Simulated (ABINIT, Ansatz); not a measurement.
## Quasiparticle gap of BaMg2Sb2 (P-3m1) in ABINIT

Wanted: ground state, empty states, screening and self-energy for BaMg2Sb2 (P-3m1).

Method: LDA and many-body steps on it, plane waves, in ABINIT 10.8.3.

## 1. Starting point

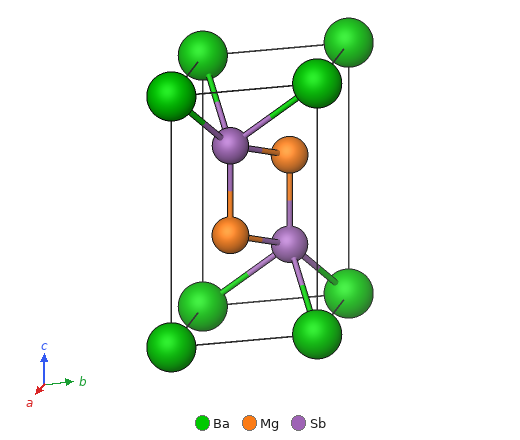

The starting structure, seen slightly off an axis (barium green, magnesium orange, antimony purple). Bonds to atoms that aren't drawn are left out. Some periodic images of atoms are drawn too.

As a file:

```cif
data_structure
_symmetry_space_group_name_H-M 'P-3m1'
_symmetry_Int_Tables_number 164
_cell_length_a 4.7700
_cell_length_b 4.7700
_cell_length_c 8.1000
_cell_angle_alpha 90.000
_cell_angle_beta 90.000
_cell_angle_gamma 120.000
_cell_volume 159.61
loop_
_atom_site_label
_atom_site_type_symbol
_atom_site_symmetry_multiplicity
_atom_site_Wyckoff_symbol
_atom_site_fract_x
_atom_site_fract_y
_atom_site_fract_z
_atom_site_occupancy
Ba1 Ba 1 a 0.00000 0.00000 0.00000 1
Mg1 Mg 2 d 0.33333 0.66667 0.62470 1
Sb1 Sb 2 d 0.33333 0.66667 0.26800 1
```

The cell and positions come from the Crystallography Open Database and are kept as given unless a step says otherwise. Spin-orbit coupling is left out unless a step names it.

## 2. Ground state

This step: ABINIT 10.8.3; DFT, LDA, plane waves, norm-conserving pseudopotentials.

The ground-state density comes first.

The input, run.abi:

```
acell 3*1.0 Angstrom
rprim 
  4.770000000028 -0.000000000006 0.000000000000
  -2.385000000008 4.130941176079 0.000000000000
  0.000000000000 0.000000000000 8.100000000000
ntypat 3
znucl 56 12 51
natom 5
typat 1 2 2 3 3
xred 
  0.000000000000 0.000000000000 0.000000000000
  0.333333333333 0.666666666667 0.624700000000
  0.666666666667 0.333333333333 0.375300000000
  0.333333333333 0.666666666667 0.268000000000
  0.666666666667 0.333333333333 0.732000000000
pp_dirpath "pseudos"
pseudos "Ba.upf, Mg.upf, Sb.upf"
ecut 40
ngkpt 6 6 4
nshiftk 1
shiftk 0 0 0
kptopt 1
chksymbreak 0
nband 44
occopt 1
tolvrs 1e-10
nstep 60
prtwf 0
optforces 0
optstress 0
indata_prefix "in"
outdata_prefix "out"
tmpdata_prefix "tmp"
```

On the command line:

```
$ OMP_NUM_THREADS=1 mpirun -n 4 abinit run.abi > log
```

Numbers of over 12 decimals in the logs are rounded to 6 here.

The program printed:

```text
.Version 10.8.3 of ABINIT. v10.8.2 released Aug 2026.

 Symmetries : space group P-3 m 1 (#164); Bravais hP (primitive hexag.)
================================================================================
 Values of the parameters that define the memory need of the present run
     intxc =       0    ionmov =       0      iscf =       7    lmnmax =       6
     lnmax =       6     mgfft =      90  mpssoang =       3    mqgrid =    4358
     natom =       5  nloc_mem =       1    nspden =       1   nspinor =       1
    nsppol =       1      nsym =      12    n1xccc =    2501    ntypat =       3
    occopt =       1   xclevel =       1
-    mband =          44        mffmem =           1         mkmem =           6
       mpw =       13038          nfft =      262440          nkpt =          24
================================================================================
  Rough estimation (10% accuracy) of disk space for files :
================================================================================

--------------------------------------------------------------------------------
------------- Echo of variables that govern the present computation ------------
--------------------------------------------------------------------------------
 -outvars: echo values of preprocessed input variables --------
            acell      1.8897261259E+00  1.8897261259E+00  1.8897261259E+00 Bohr

      chksymbreak           0
             ecut      4.00000000E+01 Hartree
-          fftalg         312

              ixc       -1012
              kpt      0.00000000E+00  0.00000000E+00  0.00000000E+00
                       1.66666667E-01  0.00000000E+00  0.00000000E+00
                       3.33333333E-01  0.00000000E+00  0.00000000E+00
                       5.00000000E-01  0.00000000E+00  0.00000000E+00
                       1.66666667E-01  1.66666667E-01  0.00000000E+00
                       3.33333333E-01  1.66666667E-01  0.00000000E+00
                       3.33333333E-01  3.33333333E-01  0.00000000E+00
                       0.00000000E+00  0.00000000E+00  2.50000000E-01
                       1.66666667E-01  0.00000000E+00  2.50000000E-01
   [... 13 further rows ...]
                       3.33333333E-01  1.66666667E-01  5.00000000E-01
                       3.33333333E-01  3.33333333E-01  5.00000000E-01
         kptrlatt        6    0    0      0    6    0      0    0    4
          kptrlen      5.40839617E+01
P           mkmem           6
            natom           5
            nband          44
            ngfft          54      54      90
             nkpt          24
            nstep          60
             nsym          12
           ntypat           3
              occ      2.000000  2.000000  2.000000  2.000000  2.000000  2.000000
                       2.000000  2.000000  2.000000  2.000000  2.000000  2.000000
                       2.000000  2.000000  2.000000  2.000000  2.000000  2.000000
                       2.000000  2.000000  2.000000  2.000000  2.000000  2.000000
                       2.000000  2.000000  2.000000  2.000000  2.000000  2.000000
                       2.000000  2.000000  2.000000  2.000000  2.000000  2.000000
                       2.000000  2.000000  0.000000  0.000000  0.000000  0.000000
                       0.000000  0.000000
        optforces           0
        optstress           0
            prtwf           0
            rprim      4.7700000000E+00 -6.0000000000E-12  0.0000000000E+00
[...]
spgroup         164

           tolvrs      1.00000000E-10

             xred      0.0000000000E+00  0.0000000000E+00  0.0000000000E+00
[...]
znucl       56.00000   12.00000   51.00000

================================================================================

 chkinp: Checking input parameters for consistency.

================================================================================
== DATASET  1 ==================================================================
-   mpi_nproc: 4, omp_nthreads: 1 (-1 if OMP is not activated)

--- !DatasetInfo
iteration_state: {dtset: 1, }
dimensions: {natom: 5, nkpt: 24, mband: 44, nsppol: 1, nspinor: 1, nspden: 1, mpw: 13038, }
cutoff_energies: {ecut:  40.0, pawecutdg:  -1.0, }
electrons: {nelect:   7.60000000E+01, charge:   0.00000000E+00, occopt:   1.00000000E+00, tsmear:   1.00000000E-02, }

 Real(R)+Recip(G) space primitive vectors, cartesian coordinates (Bohr,Bohr^-1):
 R(1)=  9.0139936  0.0000000  0.0000000  G(1)=  0.1109386  0.0640504  0.0000000
 R(2)= -4.5069968  7.8063475  0.0000000  G(2)=  0.0000000  0.1281009  0.0000000
 R(3)=  0.0000000  0.0000000 15.3067816  G(3)=  0.0000000  0.0000000  0.0653305
 Unit cell volume ucvol=  1.0770826E+03 bohr^3
 Angles (23,13,12)=  9.00000000E+01  9.00000000E+01  1.20000000E+02 degrees

 getcut: wavevector=  0.0000  0.0000  0.0000  ngfft=  54  54  90
         ecut(hartree)=     40.000   => boxcut(ratio)=   2.06521

--- Pseudopotential description ------------------------------------------------
- Ba Generated using ONCVPSP code by D. R. Hamann
- 56.00000  10.00000  180309                  znucl, zion, pspdat
12 -1012 2 -1 1912                            pspcod,pspxc,lmax,lloc,mmax
     nproj     2     2     2
  pspatm : epsatm=   25.95172157
         --- l  ekb(1:nproj) -->
[...]
pspatm: atomic psp has been read  and splines computed

- Mg Generated using ONCVPSP code by D. R. Hamann
- 12.00000  10.00000  180309                  znucl, zion, pspdat
12 -1012 1 -1 1510                            pspcod,pspxc,lmax,lloc,mmax
     nproj     2     2     0
  pspatm : epsatm=    9.23542517
         --- l  ekb(1:nproj) -->
[...]
pspatm: atomic psp has been read  and splines computed

- Sb Generated using ONCVPSP code by D. R. Hamann
- 51.00000  23.00000  180309                  znucl, zion, pspdat
12 -1012 2 -1 1416                            pspcod,pspxc,lmax,lloc,mmax
     nproj     2     2     2
  pspatm : epsatm=   28.31692806
         --- l  ekb(1:nproj) -->
[...]
pspatm: atomic psp has been read  and splines computed

   7.68028853E+03                                ecore*ucvol(ha*bohr**3)
--------------------------------------------------------------------------------

_setup2: Arith. and geom. avg. npw (full set) are   13014.465   13014.455

================================================================================

--- !BeginCycle
iteration_state: {dtset: 1, }
solver: {iscf: 7, nstep: 60, nline: 4, wfoptalg: 0, }
tolerances: {tolvrs: 1.00E-10, }

     iter   Etot(hartree)      deltaE(h)  residm     vres2
 ETOT  1  -650.34023075265    -6.503E+02 6.637E-01 1.496E+03
 ETOT  2  -652.46482807853    -2.125E+00 1.582E-02 2.614E+02
 ETOT  3  -652.48100122652    -1.617E-02 3.412E-03 6.409E+01
 ETOT  4  -652.48599434896    -4.993E-03 1.876E-03 1.116E+00
 ETOT  5  -652.48609239849    -9.805E-05 6.542E-04 2.685E-01
 ETOT  6  -652.48610444123    -1.204E-05 3.632E-04 3.337E-02
 ETOT  7  -652.48610607854    -1.637E-06 3.226E-04 1.864E-03
 ETOT  8  -652.48610614942    -7.088E-08 1.364E-04 4.539E-05
 ETOT  9  -652.48610615061    -1.196E-09 1.442E-04 5.099E-06
 ETOT 10  -652.48610615094    -3.245E-10 5.512E-05 1.375E-07
 ETOT 11  -652.48610615097    -3.217E-11 2.465E-04 2.672E-09
 ETOT 12  -652.48610615097    -2.501E-12 7.383E-05 3.625E-10
 ETOT 13  -652.48610615098    -9.322E-12 3.021E-04 1.124E-11

 At SCF step   13       vres2   =  1.12E-11 < tolvrs=  1.00E-10 =>converged.

--- !ResultsGS
iteration_state: {dtset: 1, }
comment   : Summary of ground state results
lattice_vectors:
- [  9.0139936,  -0.0000000,   0.0000000, ]
- [ -4.5069968,   7.8063475,   0.0000000, ]
- [  0.0000000,   0.0000000,  15.3067816, ]
lattice_lengths: [   9.01399,    9.01399,   15.30678, ]
lattice_angles: [ 90.000,  90.000, 120.000, ] # degrees, (23, 13, 12)
lattice_volume:   1.0770826E+03
convergence: {deltae: -9.322E-12, res2:  1.124E-11, residm:  3.021E-04, diffor:  0.000E+00, }
etotal    :  -6.52486106E+02
entropy   :   0.00000000E+00
fermie    :   1.82057405E-01
cartesian_stress_tensor: null
pressure_GPa: null
xred      :
- [  0.0000E+00,   0.0000E+00,   0.0000E+00, Ba]
- [  3.3333E-01,   6.6667E-01,   6.2470E-01, Mg]
- [  6.6667E-01,   3.3333E-01,   3.7530E-01, Mg]
- [  3.3333E-01,   6.6667E-01,   2.6800E-01, Sb]
- [  6.6667E-01,   3.3333E-01,   7.3200E-01, Sb]
cartesian_forces: null
force_length_stats: {min: null, max: null, mean: null, }

 Integrated electronic density in atomic spheres:
 ------------------------------------------------
 Atom  Sphere_radius  Integrated_density
[...]
================================================================================

 ----iterations are completed or convergence reached----

 Mean square residual over all n,k,spin=   36.593E-08; max=  30.210E-05
 reduced coordinates (array xred) for    5 atoms
       0.000000000000      0.000000000000      0.000000000000
       0.333333333333      0.666666666667      0.624700000000
       0.666666666667      0.333333333333      0.375300000000
       0.333333333333      0.666666666667      0.268000000000
       0.666666666667      0.333333333333      0.732000000000
 rms dE/dt=  0.0000E+00; max dE/dt=  0.0000E+00; dE/dt below (all hartree)
    1       0.000000000000      0.000000000000      0.000000000000
    2       0.000000000000      0.000000000000      0.000000000000
    3       0.000000000000      0.000000000000      0.000000000000
    4       0.000000000000      0.000000000000      0.000000000000
    5       0.000000000000      0.000000000000      0.000000000000

 cartesian coordinates (angstrom) at end:
    1      0.000000     0.000000     0.000000
    2      4e-12     2.753961     5.060070
    3      2.385000     1.376980     3.039930
    4      4e-12     2.753961     2.170800
    5      2.385000     1.376980     5.929200
 length scales=  1.889726125908  1.889726125908  1.889726125908 bohr
              =  1.000000000000  1.000000000000  1.000000000000 angstroms
 prteigrs : about to open file out_EIG
 Fermi (or HOMO) energy (hartree) =   0.18206   Average Vxc (hartree)=  -0.33860
 Eigenvalues (hartree) for nkpt=  24  k points:
 kpt#   1, nband= 44, wtk=  0.00694, kpt=  0.0000  0.0000  0.0000 (reduced coord)
  -5.05441   -5.05440   -3.33116   -3.33116   -3.33116   -3.33116   -3.33110   -3.33110
  -2.58053   -2.58051   -1.38348   -1.38336   -1.38336   -1.38336   -1.38325   -1.38325
  -0.83776   -0.83146   -0.83146   -0.83144   -0.83144   -0.83123   -0.83120   -0.83080
  -0.83080   -0.83079   -0.83079   -0.29807   -0.28931   -0.28931   -0.15960   -0.12239
   0.05349    0.14580    0.14580    0.18064    0.18206    0.18206    0.23428    0.23589
   0.25841    0.27900    0.27900    0.29190
 prteigrs : prtvol=0 or 1, do not print more k-points.

--- !EnergyTerms
iteration_state     : {dtset: 1, }
comment             : Components of total free energy in Hartree
kinetic             :  2.45076349291313E+02
hartree             :  2.51695270296015E+02
xc                  : -9.09549361816496E+01
Ewald energy        : -2.90774327752966E+02
psp_core            :  7.13064022963947E+00
local_psp           : -7.21636698381113E+02
non_local_psp       : -5.30224036522188E+01
total_energy        : -6.52486106150980E+02
total_energy_eV     : -1.77550514546105E+04
band_energy         : -1.06318860236682E+02

== END DATASET(S) ==============================================================
================================================================================

 -outvars: echo values of variables after computation  --------
           etotal     -6.5248610615E+02
            nband          44
             nkpt          24
          spgroup         164
 [... the other variables as echoed above ...]

 Calculation completed.
```

The job ended after 3.2 min (4 MPI ranks of Intel Xeon Platinum 8488C (Sapphire Rapids), shared host; peak memory 0.73 GiB).

This step gave:

| Property | Result |
| --- | --- |
| total energy | -17755.0515 eV |
| gap | 0.7837 eV |
| k of the valence top | 0, 0, 0 |
| k of the conduction bottom | 0.5, 0, 0 |
| least direct gap | 1.421 eV |

The gap is indirect, with the least direct gap 0.64 eV higher.

(Part 1 of 3 ends here.)

[Paths, hosts, dates, memory and timing lines, banners, echoed tables and standing remarks are left out of the program output.]

[Logs are printed without paths, hosts, clocks, repeated set-up lines and the standing remarks that a program may print on its own settings, such as how far it seeks lower states.]

[Runs of the session that timed out or met a known fault of the program may be left out.]

[Hosts, paths, dates, database ids (printed as entryN), source tags and the programs' standing remarks are cut or masked in the printed files.]

[G0W0 gaps are taken among the corrected bands and points alone; a level outside them can change the order at an edge.]

[Where Ansatz stands beside ABINIT at settings called matched, ABINIT's density can come from a denser mesh and the files from another edition; pairs whose starting gaps differed by over 0.03 eV were left out, so agreement reads better than it is.]
